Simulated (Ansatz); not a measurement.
CH₇BN₂Si: geometry relaxation (part 2 of 2)

The same run, continued: CH₇BN₂Si, SMILES NBC1N[SiH2]1; RKS r2SCAN-D4/6-31G* (Ansatz 0.2.0). It belongs to a series of runs on one base structure; here: end point A relaxed.

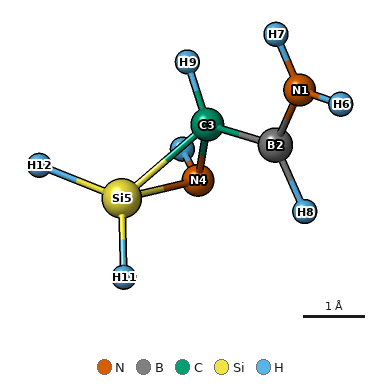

Fig. 1: The geometry at step 12 of the log (ball-and-stick view, seen at a tilt; atoms are numbered from 1 in the order of the input).

### Trajectory as extended XYZ, continued
```
12
Properties=species:S:1:pos:R:3:forces:R:3 step=6 energy=-12680.26326
N    -1.8903   -0.8583    0.9970    0.4071   0.6351  -1.1419
B    -0.5512   -0.9713    0.3843   -0.8035  -0.4614   0.1510
C     0.4626    0.1620    0.5422    0.3299  -0.1902  -0.2228
N     1.8815    0.0443    0.0328    0.0300  -0.0503   0.3268
Si    0.8749    0.6607   -1.2378   -0.3402   0.2179  -0.3259
H    -2.6491   -0.7750    0.2842    0.6019  -0.5489   0.9804
H    -1.9579   -0.0577    1.6351   -0.1354  -0.1451  -0.3453
H    -0.2861   -1.9488   -0.3131   -0.2259   0.5272   0.1948
H     0.2429    1.0279    1.1689   -0.0141   0.1817   0.1907
H     2.4934    0.7153    0.4957    0.0541  -0.1022   0.0240
H     0.6674   -0.1783   -2.4434    0.0376   0.0318   0.1284
H     0.7891    2.1239   -1.5118    0.0584  -0.0956   0.0398
12
Properties=species:S:1:pos:R:3:forces:R:3 step=7 energy=-12680.48743
N    -1.8438   -0.8124    0.9707   -0.7974   0.4817  -0.5189
B    -0.5576   -0.9339    0.3760    0.0761  -0.4446  -0.1406
C     0.4835    0.1700    0.5544    0.2748   0.0961  -0.1564
N     1.8871    0.0414    0.0339    0.0345  -0.1203   0.1497
Si    0.8661    0.6716   -1.2305   -0.1423   0.1432  -0.1283
H    -2.6553   -0.9635    0.3507    0.5297  -0.3420   0.7295
H    -2.0116    0.0091    1.5526   -0.0001  -0.1202  -0.1788
H    -0.3377   -1.8820   -0.3490   -0.0685   0.2201   0.0573
H     0.2802    1.0255    1.2075    0.0060   0.1014   0.0898
H     2.5280    0.6812    0.5012   -0.0154  -0.0595  -0.0104
H     0.6416   -0.1911   -2.4153    0.0350   0.0727   0.0848
H     0.7964    2.1289   -1.5182    0.0675  -0.0287   0.0225
12
Properties=species:S:1:pos:R:3:forces:R:3 step=8 energy=-12680.60445
N    -1.8468   -0.7875    0.9694   -0.4568   0.2568  -0.4428
B    -0.5585   -0.9074    0.3875   -0.1981  -0.6768  -0.1664
C     0.4851    0.2010    0.5323   -0.1782  -0.0382  -0.0393
N     1.8706    0.0053    0.0157    0.2375   0.0438   0.1395
Si    0.8749    0.7016   -1.2387   -0.0206   0.1454  -0.2199
H    -2.6553   -1.1386    0.4474    0.4079  -0.1062   0.5334
H    -2.0828    0.0575    1.4840   -0.0190  -0.0993  -0.0912
H    -0.3437   -1.8907   -0.3098   -0.0326   0.4182   0.1996
H     0.3006    1.0613    1.1892    0.0729   0.0373   0.0478
H     2.5300    0.6108    0.4992    0.1137  -0.0274  -0.0455
H     0.6426   -0.1318   -2.4412   -0.0086   0.0442   0.0753
H     0.8602    2.1634   -1.5009    0.0819   0.0020   0.0096
12
Properties=species:S:1:pos:R:3:forces:R:3 step=9 energy=-12680.68885
N    -1.8606   -0.7792    0.9733   -0.3642   0.0032  -0.4506
B    -0.5800   -0.9095    0.3824   -0.2436  -0.3502  -0.0735
C     0.4619    0.2129    0.5022    0.0002   0.2677   0.0085
N     1.8656    0.0037    0.0240    0.1223  -0.1322  -0.2111
Si    0.9082    0.7297   -1.2496    0.0311   0.0754  -0.0177
H    -2.6646   -1.2816    0.5868    0.4699   0.1361   0.3789
H    -2.1365    0.0805    1.4385    0.0203  -0.1389  -0.0039
H    -0.3666   -1.8773   -0.3183   -0.0111   0.1605   0.2010
H     0.2819    1.0758    1.1591    0.0359  -0.0206   0.0615
H     2.5576    0.5882    0.4900   -0.1208  -0.0081   0.1085
H     0.6408   -0.0900   -2.4499    0.0231   0.0106  -0.0075
H     0.9694    2.1917   -1.5046    0.0368  -0.0034   0.0060
12
Properties=species:S:1:pos:R:3:forces:R:3 step=10 energy=-12680.74673
N    -1.8916   -0.7803    0.9559   -0.5801  -0.0720   0.0147
B    -0.6148   -0.8806    0.3831   -0.0225  -0.0080  -0.1517
C     0.4000    0.2858    0.4350    0.3495   0.0049   0.0686
N     1.8323   -0.0222   -0.0028   -0.1825  -0.0063  -0.0216
Si    0.9498    0.7776   -1.2865    0.0816   0.0194   0.1106
H    -2.6476   -1.4160    0.7073    0.3489   0.0995   0.2059
H    -2.2217    0.0062    1.5091    0.1702  -0.0886  -0.1695
H    -0.3552   -1.8614   -0.2717   -0.0484   0.0743   0.0817
H     0.2903    1.1235    1.1427   -0.0579  -0.0784  -0.1371
H     2.5204    0.5164    0.5218   -0.0587   0.0194  -0.0199
H     0.6579   -0.0253   -2.4939    0.0091   0.0078  -0.0086
H     1.1572    2.2210   -1.5660   -0.0093   0.0280   0.0269
12
Properties=species:S:1:pos:R:3:forces:R:3 step=11 energy=-12680.74816
N    -1.9030   -0.7833    0.9743    0.0433   0.1296  -0.2823
B    -0.6630   -0.8568    0.3153    0.3397  -0.3308   0.5705
C     0.3968    0.2744    0.4034   -0.3113  -0.0033  -0.2820
N     1.8229   -0.0467   -0.0068   -0.0623   0.0014   0.0365
Si    0.9890    0.7973   -1.2901   -0.0297   0.0710  -0.1926
H    -2.6073   -1.5014    0.8836   -0.0148   0.0510  -0.0230
H    -2.2262    0.0469    1.4499   -0.0441   0.0053   0.1232
H    -0.3935   -1.8750   -0.2667   -0.0521   0.0663  -0.1060
H     0.2551    1.1251    1.0815    0.0485   0.0052   0.0751
H     2.4966    0.4940    0.5314    0.0283  -0.0077   0.0759
H     0.7235    0.0187   -2.5186    0.0080   0.0220  -0.0239
H     1.1861    2.2516   -1.5231    0.0465  -0.0098   0.0288
12
Properties=species:S:1:pos:R:3:forces:R:3 step=12 energy=-12680.77946
N    -1.9101   -0.7739    0.9593    0.1724  -0.1002  -0.1268
B    -0.6388   -0.8919    0.3675   -0.1418   0.1004  -0.0079
C     0.3814    0.2783    0.3864   -0.0758  -0.0911  -0.1116
N     1.8094   -0.0460   -0.0176    0.0493   0.0769   0.0483
Si    0.9855    0.8083   -1.3029   -0.0281  -0.0037  -0.0055
H    -2.6084   -1.4998    0.8919   -0.0154   0.0174  -0.0080
H    -2.2307    0.0511    1.4439   -0.0160   0.0635   0.0940
H    -0.3841   -1.8956   -0.2442    0.0139  -0.0330   0.0849
H     0.2516    1.1226    1.0766    0.0119   0.0045   0.0315
H     2.4826    0.4835    0.5347    0.0187  -0.0341  -0.0056
H     0.7225    0.0471   -2.5436    0.0127   0.0157  -0.0109
H     1.2161    2.2611   -1.5180   -0.0018  -0.0160   0.0176
12
Properties=species:S:1:pos:R:3:forces:R:3 step=13 energy=-12680.78334
N    -1.9124   -0.7726    0.9606   -0.0678   0.0176   0.0394
B    -0.6483   -0.8934    0.3606   -0.0234   0.0318   0.0044
C     0.3705    0.2772    0.3690    0.0199  -0.0408  -0.0435
N     1.8063   -0.0423   -0.0197   -0.0156   0.0305  -0.0035
Si    0.9915    0.8118   -1.3116    0.0102   0.0005   0.0271
H    -2.6147   -1.4987    0.8995    0.0681   0.0883   0.0232
H    -2.2195    0.0450    1.4772    0.0461  -0.1183  -0.0786
H    -0.3898   -1.9087   -0.2297   -0.0117  -0.0061   0.0240
H     0.2413    1.1177    1.0647   -0.0197   0.0149   0.0000
H     2.4743    0.4847    0.5411    0.0007  -0.0226   0.0006
H     0.7528    0.0587   -2.5626    0.0022   0.0100   0.0011
H     1.2250    2.2654   -1.5150   -0.0089  -0.0056   0.0057
12
Properties=species:S:1:pos:R:3:forces:R:3 step=14 energy=-12680.78478
N    -1.9116   -0.7712    0.9631   -0.0219  -0.0327  -0.0006
B    -0.6514   -0.8975    0.3588    0.0089   0.0025   0.0008
C     0.3658    0.2738    0.3589    0.0220  -0.0183  -0.0323
N     1.8037   -0.0435   -0.0219   -0.0193   0.0342  -0.0203
Si    0.9964    0.8155   -1.3153    0.0091  -0.0089   0.0321
H    -2.6134   -1.4964    0.9153    0.0184   0.0270   0.0134
H    -2.2120    0.0470    1.4766    0.0008   0.0006  -0.0119
H    -0.3942   -1.9200   -0.2190   -0.0087  -0.0018   0.0064
H     0.2310    1.1155    1.0528   -0.0100   0.0130   0.0006
H     2.4693    0.4792    0.5454    0.0034  -0.0188   0.0056
H     0.7693    0.0709   -2.5736    0.0013   0.0051   0.0042
H     1.2241    2.2714   -1.5070   -0.0040  -0.0021   0.0020
12
Properties=species:S:1:pos:R:3:forces:R:3 step=15 energy=-12680.78547
N    -1.9108   -0.7707    0.9663   -0.0165  -0.0202   0.0048
B    -0.6534   -0.9040    0.3588    0.0145  -0.0125  -0.0070
C     0.3612    0.2694    0.3473    0.0101   0.0031  -0.0167
N     1.8011   -0.0450   -0.0263   -0.0140   0.0395  -0.0268
Si    1.0013    0.8216   -1.3189    0.0097  -0.0223   0.0268
H    -2.6108   -1.4977    0.9378    0.0000   0.0083   0.0015
H    -2.2087    0.0556    1.4676   -0.0059   0.0117   0.0021
H    -0.3982   -1.9343   -0.2054   -0.0005   0.0013   0.0027
H     0.2207    1.1125    1.0392    0.0015   0.0049   0.0035
H     2.4649    0.4703    0.5496    0.0019  -0.0166   0.0052
H     0.7858    0.0872   -2.5852    0.0006   0.0027   0.0047
H     1.2239    2.2800   -1.4968   -0.0014   0.0000  -0.0008
12
Properties=species:S:1:pos:R:3:forces:R:3 step=16 energy=-12680.78565
N    -1.9104   -0.7709    0.9679    0.0010  -0.0006   0.0013
B    -0.6530   -0.9073    0.3604    0.0030  -0.0086  -0.0049
C     0.3603    0.2676    0.3433    0.0038   0.0055   0.0017
N     1.8007   -0.0448   -0.0294   -0.0113   0.0326  -0.0232
Si    1.0024    0.8245   -1.3200    0.0107  -0.0202   0.0220
H    -2.6113   -1.4968    0.9439   -0.0080  -0.0077  -0.0020
H    -2.2093    0.0602    1.4607   -0.0028   0.0093   0.0035
H    -0.3977   -1.9410   -0.1973    0.0021   0.0017   0.0017
H     0.2192    1.1107    1.0357    0.0018  -0.0007  -0.0011
H     2.4649    0.4645    0.5512    0.0000  -0.0127   0.0009
H     0.7904    0.0939   -2.5889   -0.0001   0.0004   0.0013
H     1.2209    2.2841   -1.4934   -0.0002   0.0009  -0.0012
12
Properties=species:S:1:pos:R:3:forces:R:3 step=17 energy=-12680.78575
N    -1.9104   -0.7709    0.9678    0.0016   0.0049  -0.0004
B    -0.6519   -0.9091    0.3625   -0.0026   0.0001  -0.0007
C     0.3606    0.2670    0.3428   -0.0021  -0.0020   0.0057
N     1.8006   -0.0440   -0.0323   -0.0050   0.0177  -0.0039
Si    1.0018    0.8263   -1.3196    0.0048  -0.0092   0.0030
H    -2.6121   -1.4963    0.9444   -0.0013  -0.0039  -0.0014
H    -2.2111    0.0636    1.4543    0.0005  -0.0005   0.0002
H    -0.3948   -1.9449   -0.1904    0.0017   0.0014   0.0007
H     0.2196    1.1102    1.0353    0.0034  -0.0020  -0.0009
H     2.4669    0.4590    0.5510   -0.0001  -0.0072  -0.0010
H     0.7901    0.0976   -2.5896   -0.0007  -0.0003  -0.0012
H     1.2177    2.2865   -1.4920   -0.0004   0.0010  -0.0001
12
Properties=species:S:1:pos:R:3:forces:R:3 step=18 energy=-12680.78578
N    -1.9110   -0.7704    0.9664    0.0037   0.0042  -0.0021
B    -0.6512   -0.9087    0.3635    0.0016   0.0006   0.0027
C     0.3617    0.2671    0.3441    0.0001  -0.0024   0.0080
N     1.8011   -0.0431   -0.0331   -0.0023  -0.0006  -0.0007
Si    1.0012    0.8259   -1.3192   -0.0008   0.0049  -0.0016
H    -2.6121   -1.4964    0.9425   -0.0007  -0.0014  -0.0017
H    -2.2133    0.0647    1.4507    0.0002  -0.0011   0.0015
H    -0.3926   -1.9448   -0.1880    0.0002  -0.0006  -0.0002
H     0.2225    1.1101    1.0371   -0.0027   0.0000  -0.0025
H     2.4694    0.4562    0.5508   -0.0014  -0.0021  -0.0019
H     0.7872    0.0975   -2.5890    0.0012  -0.0011  -0.0002
H     1.2141    2.2866   -1.4919    0.0010  -0.0003  -0.0012
```

The run was set up as follows.

### The input
```yaml
crystal:
  periodic: [false, false, false]
  atoms:
    - { symbol: "N", position_ang: [-1.9561, -1.0075, 0.8289] }
    - { symbol: B, position_ang: [-0.5329, -1.0528, 0.4561] }
    - { symbol: C, position_ang: [0.3198, 0.2714, 0.3564] }
    - { symbol: "N", position_ang: [1.77, -0.0111, -0.0383] }
    - { symbol: Si, position_ang: [0.7016, 0.812, -1.3548] }
    - { symbol: H, position_ang: [-2.4563, -0.3159, 0.1161] }
    - { symbol: H, position_ang: [-2.0416, -0.4872, 1.7502] }
    - { symbol: H, position_ang: [-0.0072, -2.0886, 0.229] }
    - { symbol: H, position_ang: [0.2903, 1.0546, 1.2143] }
    - { symbol: H, position_ang: [2.3301, 0.7095, 0.3903] }
    - { symbol: H, position_ang: [0.4281, -0.1324, -2.4062] }
    - { symbol: H, position_ang: [1.2312, 2.1928, -1.508] }
basis:
  gaussian: { orbitals: "6-31G*" }
hamiltonian:
  xc: r2scan
  dispersion: d4
relax:
  f_tol: 0.015
  max_steps: 40
```

Launch command:
```bash
ansatz run input.yaml --threads 2 --pin off --max-ram 3072MiB --backend cpu --events-out ev --progress --plain --runs-dir out
```

### Summary

```csv
quantity,value
outcome,converged
total energy,−12680.7858 eV
mean-field energy,−12680.7255 eV
largest force (length of the vector) at the end,0.008 eV/Å
hardware,"2 threads of Arm Neoverse V2, 24 GiB of memory available, shared host"
wall time,59 s (CPU time 1.9 min)
peak memory,0.17 GiB
```
